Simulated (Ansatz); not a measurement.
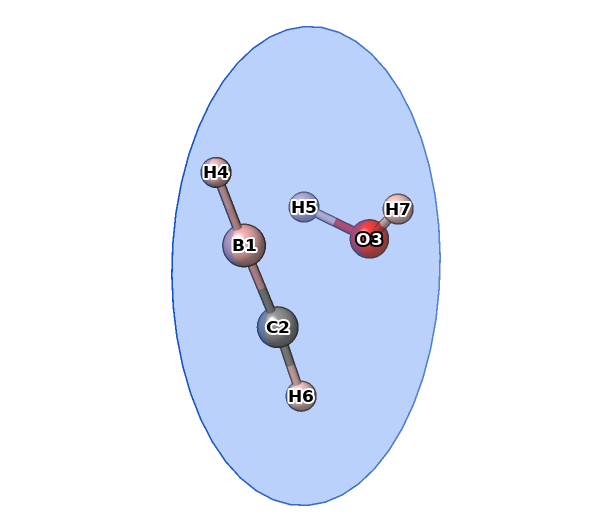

A disc through the centre of mass is drawn in. Distant atoms are faded towards the background colour. State: neutral, doublet. The computed structure is the end point of a PBE-D4/def2-SVP optimisation. No frequency run is at hand to confirm it as a minimum.

Is the plane of the disc a mirror plane of the structure?

Yes. The reflection leaves B1, C2, O3, H4, H6 in place and moves H5 ↔ H7. The point group is Cs.
